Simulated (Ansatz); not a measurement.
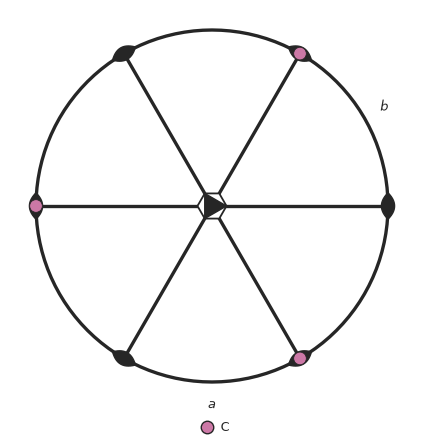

Crystal: C, coordinates from a relaxation with DFT, BLYP, plane waves (420 eV) with PAW, scalar-relativistic in Ansatz 0.2.0. Directions from one carbon atom at (1/3, 2/3, 1/4) to its bonded neighbours, in stereographic projection down c (filled: above the plane of the page or in it, open: below). All values are computed from the atomic coordinates in the standard setting (tolerance 0.002 Å).

Neighbours are counted up to 1.76 Å for C. The symmetry elements of the site are drawn in: heavy lines are mirror planes (a heavy rim: a mirror in the plane of the page); lens, triangle, square and hexagon are 2-, 3-, 4- and 6-fold axes, a lens in an open square is −4, a triangle in an open hexagon −6; thin dashed diameters join the ends of axes that lie in the page; a small open circle marks inversion.

```yaml
crystal:
  lattice:
    - [2.47382, 0.00000, 0.00000]
    - [-1.23691, 2.14239, 0.00000]
    - [0.00000, 0.00000, 11.97545]
  atoms:
    - { symbol: C, position: [0.00000, 0.00000, 0.25000] }
    - { symbol: C, position: [0.00000, 0.00000, 0.75000] }
    - { symbol: C, position: [0.33333, 0.66667, 0.25000] }
    - { symbol: C, position: [0.66667, 0.33333, 0.75000] }
```

### How many neighbours are there, and at what angles?

3: 3 C at 1.43 Å. Angles between bonds: 120° (3×).

### What is the site's symmetry in the crystal?

Point group -6m2 (D3h), order 12: one −6 axis, three twofold axes, four mirror planes. In P6₃/mmc (No. 194) this is Wyckoff position 2c.
